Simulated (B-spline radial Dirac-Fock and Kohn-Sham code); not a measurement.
Re⁵⁺, configuration [Xe] 4f14 5d2. The calculation used the impulse approximation on the Dirac–Fock momentum density (average of configuration) (a B-spline radial atomic code).

A figure with this caption is to be made: «The total Compton profile J(pz).» What will it show?

J(0) = 6.86 a.u.⁻¹; the profile falls to half at pz ≈ 3.0 a.u. and is 4.35 at 2 a.u. and 2.86 at 4 a.u. Its area over all pz is the number of electrons, 70.

Here it is:

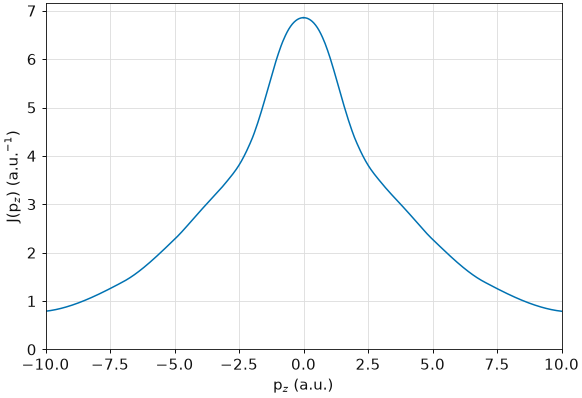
